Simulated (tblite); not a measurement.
C$_{4}$H$_{10}$SSi: nudged elastic band

The run: nudged elastic band of C$_{4}$H$_{10}$SSi, SMILES C1CSCC[SiH2]1. Method and program: GFN2-xTB climbing-image nudged elastic band, gas phase (tblite 0.8.0).

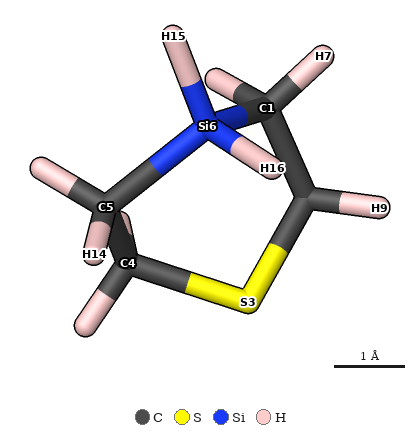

**Figure 1.** The structure (stick view, seen at a tilt; atoms are numbered from 1 in the order of the input). Bond lengths as drawn: C–C 1.52 Å, C–H 1.09 Å, C–S 1.82 to 1.83 Å, C–Si 1.91 Å and H–Si 1.46 to 1.47 Å.

## Input
```
{"job": {"xc": "GFN2-xTB", "basis": "xTB", "kind": "neb"}, "charge": 0, "multiplicity": 1}
C      1.398645    -0.043710    -0.457239
C      1.324948    -0.913972     0.789003
S     -0.284491    -0.827837     1.656720
C     -1.420117    -0.805325     0.229720
C     -1.536919     0.601041    -0.337678
Si     0.185720     1.425494    -0.371531
H      2.426254     0.292220    -0.592663
H      1.154744    -0.642128    -1.337346
H      2.037681    -0.579774     1.541980
H      1.521194    -1.965210     0.568280
H     -1.026732    -1.510153    -0.501889
H     -2.373396    -1.182670     0.600089
H     -1.986425     0.553611    -1.330908
H     -2.214792     1.182018     0.287340
H      0.334758     2.230100    -1.587975
H      0.429826     2.227970     0.827176
```

The first line tells a small driver script what to run in tblite; the rest is the geometry in Å.

Launched with:
```bash
OMP_NUM_THREADS=1 python <driver script> task.json out
```

## Log
```
image   E - E0 / eV
  0       0.0000
  1       0.0455
  2       0.0321
  3       0.0372
  4       0.0022
  5      -0.0712
  6      -0.1097
```

## Summary

- outcome: converged
- forward barrier: 0.046 eV
- hardware: 1 CPU thread, shared host
- wall time: 1 s
- peak memory: 0.2 GiB
